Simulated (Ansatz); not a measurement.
# Cu(100) film, 6 layers, groove: surface scattering, part 2 of 2

Aim: how much of the in-plane current does the surface defect in Cu(100) film, 6 layers, groove reflect?

Ansatz 0.2.0; Ansatz plane-wave DFT, PBE, PAW files; relaxation of the atoms about the surface defect; PAW set soft_1 (the session's first sound run).

So far: Set-up; Relaxing about the defect.

## Step 2: Relaxing about the defect (continued)

The steps of the relaxation:

```csv
step,energy less that of the first step (eV),largest force component (eV/Å)
1,0.0000,0.3735
2,-0.0350,0.2398
3,-0.0600,0.0441
4,-0.0608,0.0124
```

The run keeps the 4 symmetry operations that it works with, so distortions that break them were not tested.

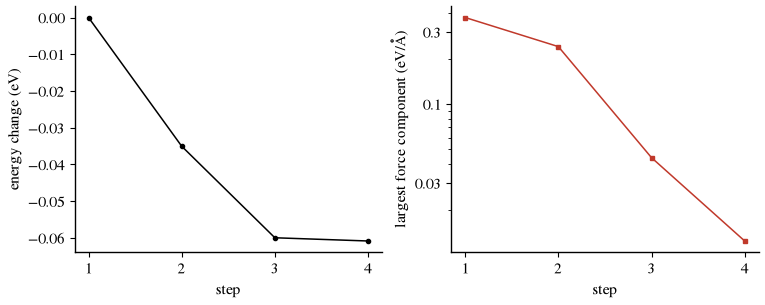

Energy and largest force along the relaxation.

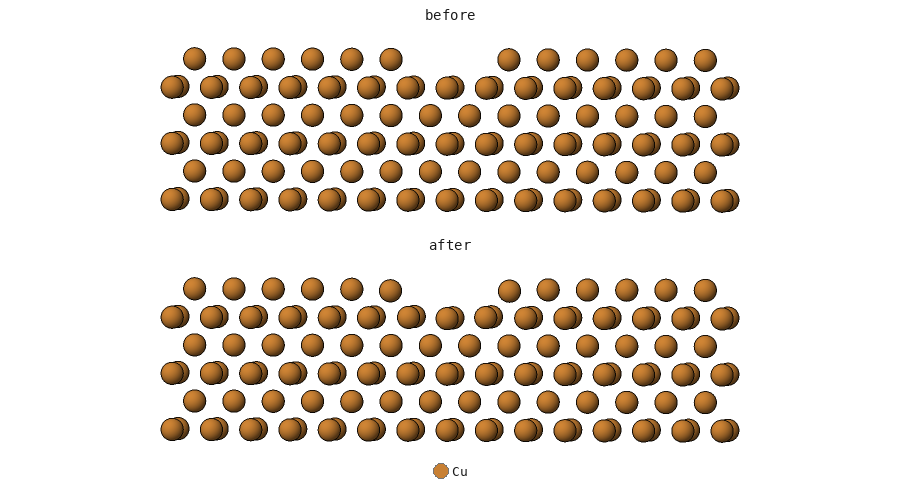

Before and after, at one scale.

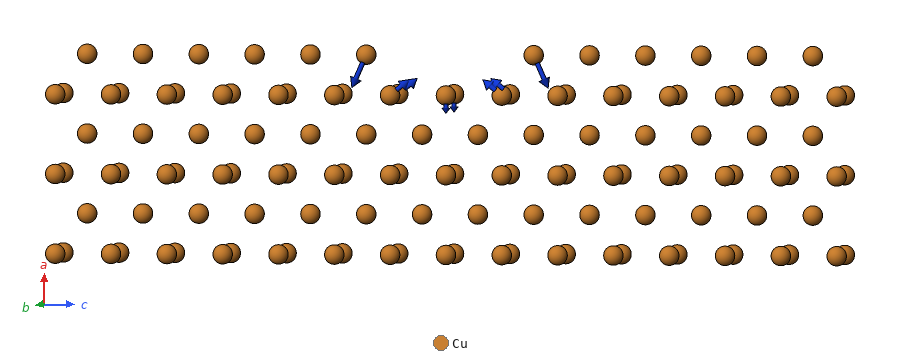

Displacements in the relaxation, exaggerated; the longest in the cell stands for 0.10 Å. Some periodic images of atoms are drawn too.

The atoms that moved most (Å):

```csv
atom,dx,dy,dz,length
Cu36,-0.090,0.000,-0.040,0.098
Cu52,-0.090,0.000,0.040,0.098
Cu41,0.038,0.000,0.046,0.060
Cu51,0.038,0.000,-0.046,0.060
Cu46,-0.036,0.000,0.000,0.036
```

This step gave:

```yaml
free_energy: -543248.2756 eV
energy_at_zero_smearing: -543247.8419 eV
fermi_energy: 6.544 eV
```

The largest force component on a free atom ends at 0.012 eV/Å, under the tolerance of 0.03, after 4 steps.

## Step 3: Transmission along the film

The film far from the defect is the lead. The first vector holds vacuum and takes one k-point. Energies from -0.05 to 0.05 eV in steps of 0.05 eV are too few for the program's thermal sum, so it prints no conductance; for a metal the transmission near the Fermi level serves, at a fraction of the cost.

This step: Ansatz plane-wave DFT, PBE, PAW files; ballistic transport by layer matching (Landauer), zero bias; PAW set soft_1 (Ansatz 0.2.0).

File input.yaml:

```yaml
crystal:
  lattice:
    - [20.0374, 0.0, 0.0]
    - [0.0, 2.5561627297, 0.0]
    - [0.0, 0.0, 35.7862782161]
  atoms:
    - { symbol: Cu, position: [0.2245800353, 0.0, 0.0] }
    - { symbol: Cu, position: [0.3147853514, 0.5, 0.0357142857] }
    - { symbol: Cu, position: [0.4049906675, 0.0, 0.0] }
    - { symbol: Cu, position: [0.4951959835, 0.5, 0.0357142857] }
    - { symbol: Cu, position: [0.5854012996, 0.0, 0.0] }
    - { symbol: Cu, position: [0.6756066156, 0.5, 0.0357142857] }
    - { symbol: Cu, position: [0.2245800353, 0.0, 0.0714285714] }
    - { symbol: Cu, position: [0.3147853514, 0.5, 0.1071428571] }
    - { symbol: Cu, position: [0.4049906675, 0.0, 0.0714285714] }
    - { symbol: Cu, position: [0.4951959835, 0.5, 0.1071428571] }
    - { symbol: Cu, position: [0.5854012996, 0.0, 0.0714285714] }
    - { symbol: Cu, position: [0.6756066156, 0.5, 0.1071428571] }
    - { symbol: Cu, position: [0.2245800353, 0.0, 0.1428571429] }
    - { symbol: Cu, position: [0.3147853514, 0.5, 0.1785714286] }
    - { symbol: Cu, position: [0.4049906675, 0.0, 0.1428571429] }
    - { symbol: Cu, position: [0.4951959835, 0.5, 0.1785714286] }
    - { symbol: Cu, position: [0.5854012996, 0.0, 0.1428571429] }
    - { symbol: Cu, position: [0.6756066156, 0.5, 0.1785714286] }
    - { symbol: Cu, position: [0.2245800353, 0.0, 0.2142857143] }
    - { symbol: Cu, position: [0.3147853514, 0.5, 0.25] }
    - { symbol: Cu, position: [0.4049906675, 0.0, 0.2142857143] }
    - { symbol: Cu, position: [0.4951959835, 0.5, 0.25] }
    - { symbol: Cu, position: [0.5854012996, 0.0, 0.2142857143] }
    - { symbol: Cu, position: [0.6756066156, 0.5, 0.25] }
    - { symbol: Cu, position: [0.2245800353, 0.0, 0.2857142857] }
    - { symbol: Cu, position: [0.3147853514, 0.5, 0.3214285714] }
    - { symbol: Cu, position: [0.4049906675, 0.0, 0.2857142857] }
    - { symbol: Cu, position: [0.4951959835, 0.5, 0.3214285714] }
    - { symbol: Cu, position: [0.5854012996, 0.0, 0.2857142857] }
    - { symbol: Cu, position: [0.6756066156, 0.5, 0.3214285714] }
    - { symbol: Cu, position: [0.2245800353, 0.0, 0.3571428571] }
    - { symbol: Cu, position: [0.3147853514, 0.5, 0.3928571429] }
    - { symbol: Cu, position: [0.4049906675, 0.0, 0.3571428571] }
    - { symbol: Cu, position: [0.4951959835, 0.5, 0.3928571429] }
    - { symbol: Cu, position: [0.585561196, 0.0, 0.3570637701] }
    - { symbol: Cu, position: [0.6711185473, 0.5, 0.3917440771] }
    - { symbol: Cu, position: [0.2245800353, 0.0, 0.4285714286] }
    - { symbol: Cu, position: [0.3147853514, 0.5, 0.4642857143] }
    - { symbol: Cu, position: [0.4049906675, 0.0, 0.4285714286] }
    - { symbol: Cu, position: [0.4951959835, 0.5, 0.4642857143] }
    - { symbol: Cu, position: [0.5872987234, 0.0, 0.4298567081] }
    - { symbol: Cu, position: [0.2245800353, 0.0, 0.5] }
    - { symbol: Cu, position: [0.3147853514, 0.5, 0.5357142857] }
    - { symbol: Cu, position: [0.4049906675, 0.0, 0.5] }
    - { symbol: Cu, position: [0.4951959835, 0.5, 0.5357142857] }
    - { symbol: Cu, position: [0.5836259471, 0.0, 0.5] }
    - { symbol: Cu, position: [0.2245800353, 0.0, 0.5714285714] }
    - { symbol: Cu, position: [0.3147853514, 0.5, 0.6071428571] }
    - { symbol: Cu, position: [0.4049906675, 0.0, 0.5714285714] }
    - { symbol: Cu, position: [0.4951959835, 0.5, 0.6071428571] }
    - { symbol: Cu, position: [0.5872987234, 0.0, 0.5701432919] }
    - { symbol: Cu, position: [0.6711185473, 0.5, 0.6082559229] }
    - { symbol: Cu, position: [0.2245800353, 0.0, 0.6428571429] }
    - { symbol: Cu, position: [0.3147853514, 0.5, 0.6785714286] }
    - { symbol: Cu, position: [0.4049906675, 0.0, 0.6428571429] }
    - { symbol: Cu, position: [0.4951959835, 0.5, 0.6785714286] }
    - { symbol: Cu, position: [0.585561196, 0.0, 0.6429362299] }
    - { symbol: Cu, position: [0.6756066156, 0.5, 0.6785714286] }
    - { symbol: Cu, position: [0.2245800353, 0.0, 0.7142857143] }
    - { symbol: Cu, position: [0.3147853514, 0.5, 0.75] }
    - { symbol: Cu, position: [0.4049906675, 0.0, 0.7142857143] }
    - { symbol: Cu, position: [0.4951959835, 0.5, 0.75] }
    - { symbol: Cu, position: [0.5854012996, 0.0, 0.7142857143] }
    - { symbol: Cu, position: [0.6756066156, 0.5, 0.75] }
    - { symbol: Cu, position: [0.2245800353, 0.0, 0.7857142857] }
    - { symbol: Cu, position: [0.3147853514, 0.5, 0.8214285714] }
    - { symbol: Cu, position: [0.4049906675, 0.0, 0.7857142857] }
    - { symbol: Cu, position: [0.4951959835, 0.5, 0.8214285714] }
    - { symbol: Cu, position: [0.5854012996, 0.0, 0.7857142857] }
    - { symbol: Cu, position: [0.6756066156, 0.5, 0.8214285714] }
    - { symbol: Cu, position: [0.2245800353, 0.0, 0.8571428571] }
    - { symbol: Cu, position: [0.3147853514, 0.5, 0.8928571429] }
    - { symbol: Cu, position: [0.4049906675, 0.0, 0.8571428571] }
    - { symbol: Cu, position: [0.4951959835, 0.5, 0.8928571429] }
    - { symbol: Cu, position: [0.5854012996, 0.0, 0.8571428571] }
    - { symbol: Cu, position: [0.6756066156, 0.5, 0.8928571429] }
    - { symbol: Cu, position: [0.2245800353, 0.0, 0.9285714286] }
    - { symbol: Cu, position: [0.3147853514, 0.5, 0.9642857143] }
    - { symbol: Cu, position: [0.4049906675, 0.0, 0.9285714286] }
    - { symbol: Cu, position: [0.4951959835, 0.5, 0.9642857143] }
    - { symbol: Cu, position: [0.5854012996, 0.0, 0.9285714286] }
    - { symbol: Cu, position: [0.6756066156, 0.5, 0.9642857143] }
kpoints:
  mp_grid: { grid: [1, 12, 1] }
hamiltonian:
  xc: pbe
  pseudopotentials: { kind: paw, azcp: { folder: soft_1 } }
scf:
  occupations: { method: fermi_dirac, width: 0.1 }
output:
  transmission: { leads: [[0, 6]], kmesh: [1, 24], e_range: [-0.05, 0.05], de: 0.05 }
  write_potential: true
  write_density: true
  volumetric_format: npy
  elf: true
```

On the command line:

```console
$ ansatz run input.yaml --threads 8 --pin off --max-ram 15360MiB --backend cpu --events-out ev --progress --plain --runs-dir out
```

Numbers of over 12 decimals in the logs are rounded to 6 here.

The log of the run:

```text
[...]
Crystal: 82 atoms, lattice volume = 1832.932 Å³
Basis set: ecut = 420 eV, 35929 PW (Γ)
Bands: 935, of which v1, the nominal top of the filled ones, is band 779 counted from 1 (778 counted from 0)
Symmetry: 4 space group operations
[...]
k-points: 7 of 12
[...]
SCF iter   1: F=—  HF=-543315.601739 eV  |F-HF|=—  |Δ(HF+E_count)|=         —  Δρ=1.85e-1  dr2=3.79e2  ethr=3.10e-3  ⟨swp⟩=6.0  Hψ=24819  notcnv=0  defer=220
[...]
SCF iter  15: F=-543248.060187 eV  HF=-543248.060187 eV  |F-HF|=1.07e-8  |Δ(HF+E_count)|=   1.51e-9  Δρ=2.19e-6  dr2=5.06e-8  ethr=6.42e-12  ⟨swp⟩=10.3  Hψ=30253  notcnv=0
SCF 1 converged in 15 iterations: F = -543248.060187 eV  dr2 = 5.06e-8
[...]
transmission: 88 of 793 steps passed
transmission: 160 of 793 steps passed
[...]
transmission: 793 of 793 steps passed
WARN: The input density's exchange-correlation potential varies sharply where the density is thin. Do not read a vacuum level from v_tot or v_xc, or from such a field of the output density. On a cell that repeats whose density bears no net charge and no dipole along the vacuum's axis use v_es (v_loc + v_h of the components); under efield.dipole_correction with no amplitude use v_es + v_field, which holds any external [...]
SCF converged after 15 iterations
the last check of whether an eigenvalue changes by more than its tolerance under the output density was not made (no_room)
Free energy (F): -543248.060187 eV
[...]
Internal energy: -543247.116359 eV  (E = F + TS)
E sigma→0 (E₀):  -543247.588273 eV
Entropy (-TS):   -0.943829 eV (-11.510 meV/atom)
Fermi energy:    6.548585 eV
[...]
--- Band table (eV; the first three rows and the last of 7) ---
  k-point 0: bands = [... 775 lower, 5.1528, 5.1610, 5.1831, 5.2535, 5.2723, 5.3252, 5.3845, 5.4198, ... 152 higher]
  k-point 1: bands = [... 775 lower, 5.3232, 5.4542, 5.4677, 5.4819, 5.4992, 5.5627, 5.5678, 5.5976, ... 152 higher]
  k-point 2: bands = [... 775 lower, 5.6567, 5.8275, 5.8282, 5.8748, 5.9267, 6.0263, 6.0297, 6.1533, ... 152 higher]
  k-point 6: bands = [... 775 lower, 7.3954, 7.4373, 7.4595, 7.4736, 7.7560, 7.8053, 7.8072, 7.8122, ... 152 higher]
--- Transmission ---
  basis      : 455 plane waves across, 61 finite elements along
  points     : 13, standing for a mesh of 1 x 24
  energies   : 3 from -0.050000 to 0.050000 eV about the Fermi level, 0.050000 eV apart; the leads are filled to 0.000000 eV, and channels, transmission and decay are at 0.000000 eV
  crystal 0  : Cu6, at the sites [0, 6], period 2.5562 Å, over 26.84 Å; its Hamiltonian steps by up to 3.0 meV
    offset         : up to 0.0000 Å between an atom of the period and one for which it stands
    channels       : 4.125000e0 a spin
    conductance    : none, the energies end too early or step too widely for 300 K: set another output.transmission.e_range or a lower de, or, where they end at an eighth of basis.ecutwfc, a higher one
  junction   : crystal 0 to crystal 0, 0.64 to 33.87 Å
    transmission   : 3.091893e0 a spin
[...]
```

The job ended after 22 min (8 threads of Intel Xeon at 2.70GHz, shared host; peak memory 10 GiB; 2.4 h of CPU time).

The column dr2 measures how far the density is from self-consistency, as an energy; F and HF (Harris–Foulkes) agree once it is small.

This step gave:

| Quantity | Value |
| --- | --- |
| free energy | -543248.0602 eV |
| energy at zero smearing | -543247.5883 eV |
| Fermi energy | 6.549 eV |
| cell area | 51.22 Å² |
| transmission per spin nearest the Fermi level | 3.092 |
| open channels per spin nearest the Fermi level | 4.125 |
| step of the lead's potential | 3 meV |

Per spin. Transmission, zone mean against energy, zero at the Fermi level:

```
energy (eV)  transmission, zone mean
    -0.0500                     3.03
     0.0000                     3.09
     0.0500                     3.03
```

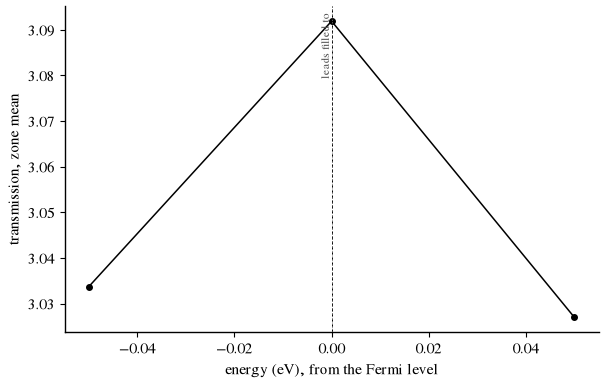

Transmission, zone mean, plotted against energy.

Per spin. Open channels, zone mean, lead against energy, zero at the Fermi level:

```csv
energy (eV),"open channels, zone mean, lead"
-0.0500,3.96
0.0000,4.12
0.0500,3.96
```

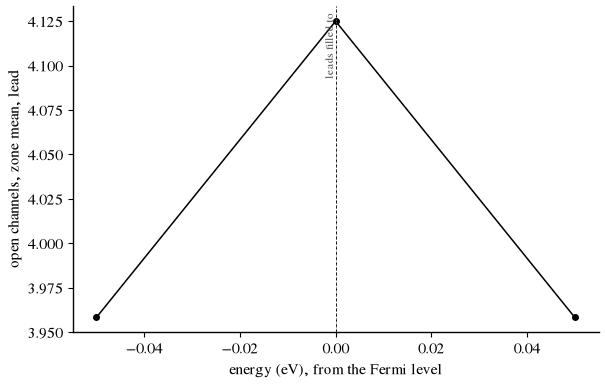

Open channels, zone mean, lead, plotted against energy.

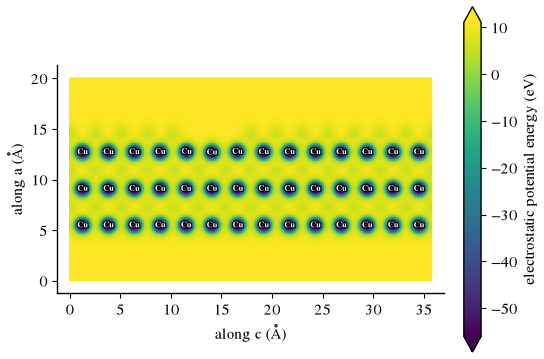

Electrostatic potential energy in the ca plane at fractional y = 0.000, with atoms of Cu within 0.2 Å of it. With pseudopotentials it is smooth inside the atoms' cores, unlike the true potential. The map starts off the cell's origin, so that atoms lie inside it.

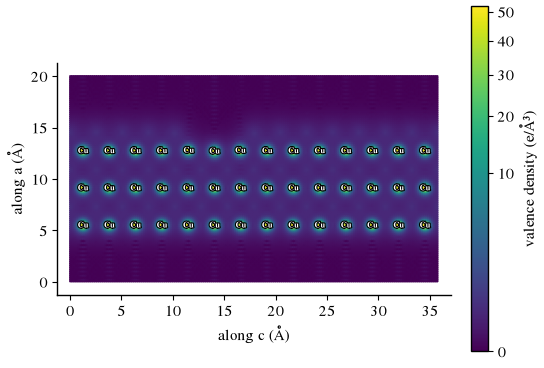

Valence density in the ca plane at fractional y = 0.000, with atoms of Cu within 0.2 Å of it. It is the smooth field of the valence electrons, not physical close to the nuclei. The map starts off the cell's origin, so that atoms lie inside it. The colour scale is stretched toward low values.

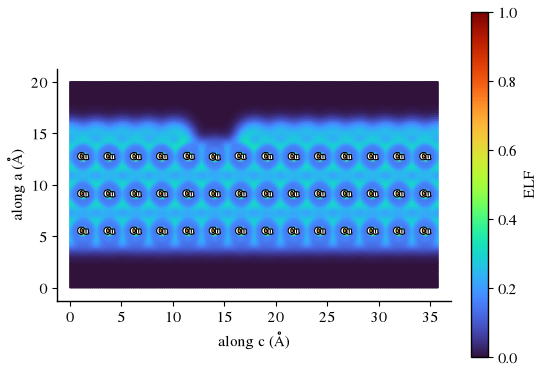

ELF in the ca plane at fractional y = 0.000, with atoms of Cu within 0.2 Å of it. It is the smooth field of the valence electrons, not physical close to the nuclei. The map starts off the cell's origin, so that atoms lie inside it.

Over the solved energies the transmission per spin lies between 3.03 and 3.09, out of 4.01 channels of the lead on average (up to 4.12).

## Step 4: Share that passes

This step: Ansatz plane-wave DFT, PBE, PAW files; ballistic transport by layer matching (Landauer), zero bias; share of the film's channels that pass the defect (the area holds the vacuum); PAW set soft_1 (Ansatz 0.2.0).

Numbers from this step:

- T over the leads' mean channel count: 0.7601

Averaged over the energies near the Fermi level, 76.0 % of the channels pass.

## Step 5: What came out

- share of the film's channels that pass: 0.760

In words: 76 % of the film's channels pass the defect. The film is 6 layers thick, so the defect disturbs a good part of its section. It runs straight across the current without end, so the wavevector along it is kept. Only atoms near the defect are relaxed, while the rest of the face keeps bulk spacings, so part of the reflection may come from that relaxed patch.

[Logs are printed without paths, hosts, clocks, repeated set-up lines and the standing remarks that a program may print on its own settings, such as how far it seeks lower states.]

[Hosts, paths, dates, database ids (printed as entryN), source tags and the programs' standing remarks are cut or masked in the printed files.]
